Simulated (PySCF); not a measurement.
**CoOCl2: structure of the sextet**

The task is one start of a wider search on CoOCl2: the sextet, from a T-shaped (ligand arrangement 1) start. It is relaxed, tested by its Hessian and followed downhill if it is a saddle.

Method: PBE0, basis Co def2-TZVP, O def2-TZVP, Cl def2-TZVP, no relativity, density fitting; program: PySCF 2.14.0.

**1. Where the work starts**

4 atoms, charge 0, spin multiplicity 6.

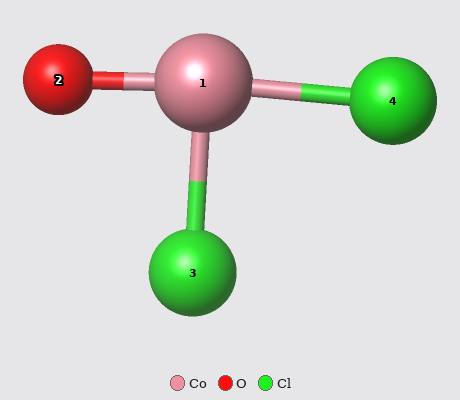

Start geometry, drawn with cobalt pink, oxygen red, chlorine green; atoms are numbered from 1 in the order of the file.

Coordinates in bohr (charge 0 multiplicity 6):
```
Co    0.0000    0.0000    0.0000
O    -3.0217    0.0000    0.1054
Cl    0.0000    0.0000    3.9684
Cl    3.9660    0.0000    0.1385
```

**2. First SCF at the start**

The steps below are one call of a driver around PySCF. For each, scf.py gives the equivalent set-up of the SCF; relaxations use the driver's own optimiser. After this first run the driver tries any further starts and a stability analysis.

Contents of scf.py:

```python
from pyscf import gto, scf, dft
mol = gto.M(atom='''
Co     0.000000     0.000000     0.000000
O     -1.599000     0.000000     0.055800
Cl     0.000000     0.000000     2.100000
Cl     2.098700     0.000000     0.073300''',
    basis={'Co': 'def2-TZVP', 'O': 'def2-TZVP', 'Cl': 'def2-TZVP'},
    charge=0, spin=5)
mf = dft.UKS(mol, xc='PBE0')
mf.grids.atom_grid = (50, 194)
aux = {'Co': 'def2-universal-JKFIT', 'O': 'def2-universal-JKFIT', 'Cl': 'def2-universal-JKFIT'}
mf = mf.density_fit(auxbasis=aux)
mf.conv_tol = 1e-08
mf.diis_space = 10
mf.max_cycle = 60
mf.init_guess = 'minao'
mf.verbose = 4
mf.kernel()
```

Run with:

```
$ OMP_NUM_THREADS=4 python axn.py task.json out
```

The program printed:

```text
[... the frontier levels of the middle cycles are left out ...]
init E= -2376.95605649759
[... the frontier-level lines of each cycle are left out ...]
cycle= 1 E= -2361.09778638395  delta_E= 15.9  |g|= 5.78  |ddm|= 14.5
cycle= 2 E= -2285.92660882526  delta_E= 75.2  |g|= 16.5  |ddm|= 18.6
cycle= 3 E= -2346.6043043963  delta_E= -60.7  |g|=   11  |ddm|= 8.84
cycle= 4 E= -2357.7514319983  delta_E= -11.1  |g|= 8.78  |ddm|= 2.97
cycle= 5 E= -2360.45503503091  delta_E= -2.7  |g|= 7.23  |ddm|= 4.75
cycle= 6 E= -2367.20432498361  delta_E= -6.75  |g|= 5.91  |ddm|= 4.51
cycle= 7 E= -2369.88666720114  delta_E= -2.68  |g|= 5.04  |ddm|= 2.41
cycle= 8 E= -2373.40796529143  delta_E= -3.52  |g|=  3.9  |ddm|= 2.07
cycle= 9 E= -2374.21893676888  delta_E= -0.811  |g|=  3.4  |ddm|= 1.64
cycle= 10 E= -2375.37562926529  delta_E= -1.16  |g|= 2.73  |ddm|=  1.5
cycle= 11 E= -2377.46254797531  delta_E= -2.09  |g|= 0.968  |ddm|= 1.48
cycle= 12 E= -2377.76186485024  delta_E= -0.299  |g|= 0.297  |ddm|= 0.616
cycle= 13 E= -2377.77558180506  delta_E= -0.0137  |g|= 0.188  |ddm|= 0.207
cycle= 14 E= -2377.78531640237  delta_E= -0.00973  |g|= 0.0726  |ddm|= 0.0877
[... 3 cycles left out ...]
cycle= 18 E= -2377.78742963973  delta_E= -0.000155  |g|= 0.00591  |ddm|= 0.0191
cycle= 19 E= -2377.78770446398  delta_E= -0.000275  |g|= 0.00452  |ddm|= 0.0397
cycle= 20 E= -2377.78801277641  delta_E= -0.000308  |g|= 0.00811  |ddm|= 0.0612
cycle= 21 E= -2377.78812579928  delta_E= -0.000113  |g|= 0.00475  |ddm|= 0.0263
cycle= 22 E= -2377.78824733444  delta_E= -0.000122  |g|= 0.00303  |ddm|= 0.0507
cycle= 23 E= -2377.78826555929  delta_E= -1.82e-05  |g|= 0.00133  |ddm|= 0.015
cycle= 24 E= -2377.78827034748  delta_E= -4.79e-06  |g|= 0.000464  |ddm|= 0.0118
cycle= 25 E= -2377.78827056109  delta_E= -2.14e-07  |g|= 0.000449  |ddm|= 0.00239
cycle= 26 E= -2377.78827088877  delta_E= -3.28e-07  |g|= 0.000133  |ddm|= 0.00212
cycle= 27 E= -2377.78827102242  delta_E= -1.34e-07  |g|= 0.000172  |ddm|= 0.000928
cycle= 28 E= -2377.78827107546  delta_E= -5.3e-08  |g|= 0.000145  |ddm|= 0.000447
cycle= 29 E= -2377.78827110889  delta_E= -3.34e-08  |g|= 6.52e-05  |ddm|= 0.000366
cycle= 30 E= -2377.78827113871  delta_E= -2.98e-08  |g|= 2.96e-05  |ddm|= 0.000589
cycle= 31 E= -2377.78827114327  delta_E= -4.57e-09  |g|= 2.6e-05  |ddm|= 0.000199
Extra cycle  E= -2377.78827114266  delta_E= 6.12e-10  |g|= 5.24e-05  |ddm|= 5.71e-05
converged SCF energy = -2377.78827114266  <S^2> = 8.7810501  2S+1 = 6.0103411
```

This step, with its further starts and checks, took 61 s on 4 threads of Arm Neoverse V2, shared host.

Energies from each starting density:

```csv
start,energy (Eh)
the minimal-basis guess,-2377.788271
a thermally smeared density,-2377.788271
a smeared PBE density,-2377.786554
```

This is not the lowest solution: one lies 24.8 kJ/mol lower, at -2377.79771 Eh, and the relaxation starts from that.

**3. T-shaped (ligand arrangement 1) start, sextet: relaxation**

The program finds Cs symmetry in the start, which this walk keeps. The walk stops when the largest gradient is under 0.0003 Eh/bohr and the energy has settled too.

Changes to scf.py since step 2:

```diff
@@ -3,4 +3,4 @@
-Co     0.000000     0.000000     0.000000
-O     -1.599000     0.000000     0.055800
-Cl     0.000000     0.000000     2.100000
-Cl     2.098700     0.000000     0.073300''',
+Co    -0.330052     0.000000    -0.530769
+O     -1.929052     0.000000    -0.474969
+Cl    -0.330052     0.000000     1.569231
+Cl     1.768648     0.000000    -0.457469''',
@@ -16 +15,0 @@
-mf.init_guess = 'minao'
```

Energy and gradient, step by step:

```csv
step,energy (Eh),change (kJ/mol),largest symmetric gradient (Eh/bohr)
0,-2377.797709,0.00,0.07538
1,-2377.813051,-40.28,0.01994
2,-2377.821210,-61.70,0.01737
3,-2377.826435,-75.42,0.02075
4,-2377.829065,-82.33,0.02188
5,-2377.833669,-94.41,0.01444
6,-2377.835488,-99.19,0.00436
7,-2377.835893,-100.25,0.00180
8,-2377.835964,-100.44,0.00094
9,-2377.835975,-100.47,0.00040
10,-2377.835979,-100.48,0.00059
11,-2377.835985,-100.49,0.00114
12,-2377.835995,-100.52,0.00164
13,-2377.836009,-100.55,0.00164
14,-2377.836017,-100.58,0.00090
15,-2377.836019,-100.58,0.00017
```

The walk took 78 s.

Geometry (Å) and forces (eV/Å) at some steps:

```
step 0
Co  -0.330   0.000  -0.531   2.400   0.000  -0.597
O   -1.929   0.000  -0.475  -3.876   0.000  -0.784
Cl  -0.330   0.000   1.569  -0.107   0.000   2.133
Cl   1.769   0.000  -0.457   1.583   0.000  -0.752
step 1
Co  -0.315   0.000  -0.515   1.025   0.000   0.500
O   -2.000   0.000  -0.522  -0.963   0.000  -0.525
Cl  -0.336   0.000   1.641  -0.422   0.000   0.848
Cl   1.830   0.000  -0.499   0.360   0.000  -0.823
step 8
Co  -0.122   0.000  -0.120   0.021  -0.001  -0.041
O   -1.787   0.000  -0.710   0.025   0.001  -0.024
Cl  -0.700   0.000   1.952   0.002   0.000   0.047
Cl   1.788   0.000  -1.017  -0.047   0.001   0.019
step 15
Co  -0.142   0.000  -0.103  -0.009   0.000   0.003
O   -1.780   0.000  -0.767   0.004   0.000   0.000
Cl  -0.662   0.000   1.982  -0.002   0.000  -0.003
Cl   1.763   0.000  -1.006   0.007   0.000  -0.001
```

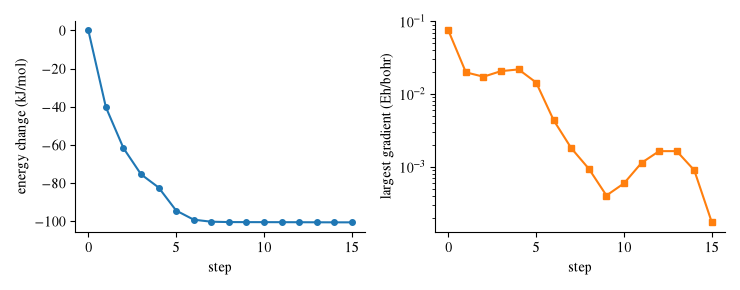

Energy and largest gradient along the walk.

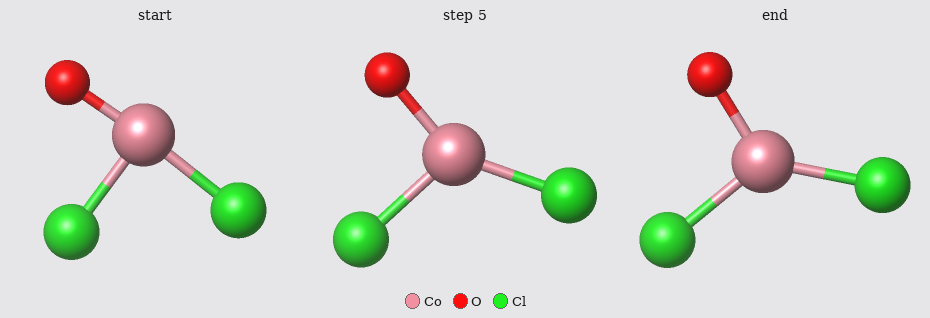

Start and end of the relaxation, with a step between.

End point (Cs, 15 steps, 100.6 kJ/mol gained): Co–Cl 2.108 Å, Co–Cl 2.148 Å, Co–O 1.768 Å; Cl–Co–Cl 129.4°, Cl–Co–O 98.0°, Cl–Co–O 132.6°.

**4. Frequencies**

The point is checked on the finer grid, and tightened if its gradient asks for it. The Hessian and the dipole derivatives come from central differences of analytic gradients, with steps of 0.02 bohr.

Changes to scf.py since step 3:

```diff
@@ -3,4 +3,4 @@
-Co    -0.330052     0.000000    -0.530769
-O     -1.929052     0.000000    -0.474969
-Cl    -0.330052     0.000000     1.569231
-Cl     1.768648     0.000000    -0.457469''',
+Co    -0.152385     0.000000    -0.209455
+O     -1.789023     0.000000    -0.876288
+Cl    -0.676000     0.000000     1.873705
+Cl     1.750311     0.000000    -1.118162''',
@@ -10 +10 @@
-mf.grids.atom_grid = (50, 194)
+mf.grids.atom_grid = (75, 302)
@@ -13 +13 @@
-mf.conv_tol = 1e-08
+mf.conv_tol = 1e-10
```

The driver hands on the density of the step before, so the log starts near convergence.

SCF at the final geometry:

```text
init E= -2377.83589973174
[... the frontier-level lines of each cycle are left out ...]
cycle= 1 E= -2377.83589973175  delta_E= -9.09e-12  |g|= 1.71e-06  |ddm|= 4.53e-06
Extra cycle  E= -2377.83589973175  delta_E= -7.28e-12  |g|= 3.02e-06  |ddm|= 4.66e-06
converged SCF energy = -2377.83589973175  <S^2> = 8.7742433  2S+1 = 6.0080757
```

The whole step took 3 min.

Geometry: Cs; Co–Cl 2.109 Å, Co–Cl 2.148 Å, Co–O 1.767 Å; Cl–Co–Cl 129.6°, Cl–Co–O 98.1°, Cl–Co–O 132.3°.

Modes, for the most abundant isotopes:

| symmetry | ω (cm⁻¹) | IR (km/mol) |
| --- | --- | --- |
| a' | 54 | 1.0 |
| a' | 81 | 2.2 |
| a'' | 115 | 19.0 |
| a' | 366 | 4.4 |
| a' | 443 | 55.5 |
| a' | 649 | 75.7 |

All wavenumbers are real: a minimum.

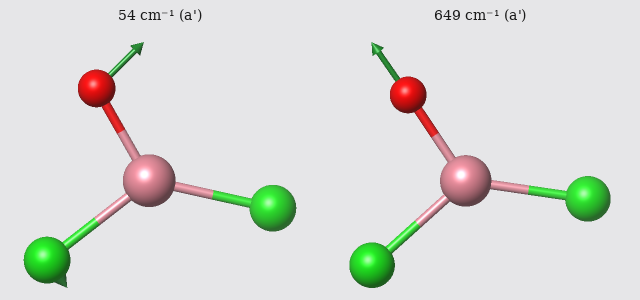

Displacements of 2 of the modes, as arrows (one member where a mode is degenerate).

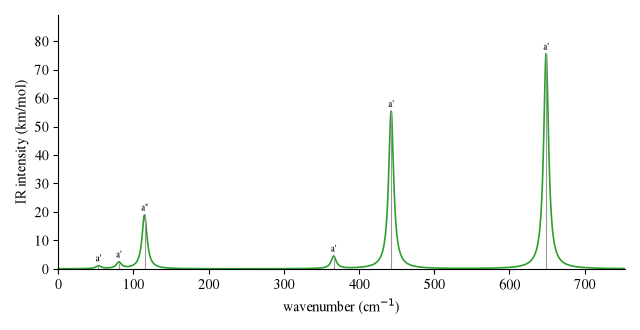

The harmonic infrared spectrum (widths in cm⁻¹). Lines are broadened to a width of 8 cm⁻¹ (Lorentzian).

Constants and moments:

```
Dipole moment                                                   : 0.28 D
Highest occupied level                                          : -8.84 eV
Lowest empty level                                              : -6.30 eV
Rotational constants                                            : 0.1819, 0.06377, 0.04722 cm⁻¹
Zero-point energy                                               : 10.2 kJ/mol
Principal polarisabilities                                      : 32.4, 74.7, 100.5 bohr³
Atomisation energy without zero-point energy                    : 881 kJ/mol
Principal traceless quadrupole moments about the centre of mass : -4.98, -0.22, 5.20 D Å
Entropy at 298.15 K and 1 bar (electronic part: spin only)      : 359.5 J/(mol K)
Heat capacity Cp at 298.15 K                                    : 73.9 J/(mol K)
Enthalpy at 298.15 K above 0 K                                  : 17.94 kJ/mol
Rotational symmetry number                                      : 1
Spin squared ⟨S²⟩                                               : 8.774
```

Charges (e) and bond orders:

```
atom  Mulliken  Löwdin  polar tensor  spin (Mulliken)  Mayer order to Co1
 Co1      0.80   -0.14          0.84             2.86                   –
  O2     -0.24   -0.07         -0.03             1.45                1.17
 Cl3     -0.24    0.13         -0.29             0.43                1.01
 Cl4     -0.32    0.08         -0.52             0.26                1.06
```

Mulliken populations on Co1: s 6.44, p 12.49, d 7.27, f 0.00.

**5. Outcome**

| quantity | value |
| --- | --- |
| minimum | sextet, Cs |
| geometry | Co–Cl 2.109 Å, Co–Cl 2.148 Å, Co–O 1.767 Å; Cl–Co–Cl 129.6°, Cl–Co–O 98.1°, Cl–Co–O 132.3° |
| wavenumbers (cm⁻¹) | 54 (a'), 81 (a'), 115 (a''), 366 (a'), 443 (a'), 649 (a') |
| dipole moment | 0.28 D |
| highest occupied, lowest empty level (either spin) | -8.84, -6.30 eV |
| polar-tensor charge of Co1 | +0.84 e |
| zero-point energy | 10.2 kJ/mol |
| entropy at 298.15 K | 359.5 J/(mol K) |
| atomisation energy (no zero-point energy) | 881 kJ/mol |
| ⟨S²⟩ | 8.774 |

What this shows: The T-shaped (ligand arrangement 1) start keeps its Cs symmetry and ends in a minimum. In the infrared the band at 649 cm⁻¹ (a', stretch) leads. Most of the spin sits on Co1 (Mulliken spin 2.86, against 5 for the whole molecule). The first SCF alone would have been 25 kJ/mol too high. Only this shape and spin were tried, so other structures or states may lie lower. One determinant may miss the lowest occupation of an open d or f shell.

The search up to here took 5.3 min.
